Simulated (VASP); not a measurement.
Band structure of Ga₂O₃ (space group R-3c). Level of theory: PBEsol GGA, VASP's PBE PAW potentials (set 64) (plane waves; VASP).

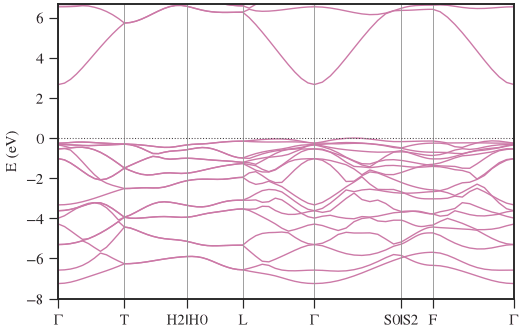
Fig. 1. Bands along high-symmetry lines, zero at the valence-band maximum or, without a gap, the Fermi level

Q: Read the plot: is there a gap, and where are the band edges?

A: The gap is indirect, 2.67 eV, from the valence maximum at Γ-S0 at 0.45 to the conduction minimum at Γ. (Edges off the drawn lines would not show.)

The structure comes from a computed database's Ga2O3 entry (R-3c); how it stands against other phases isn't given here. It was relaxed first.
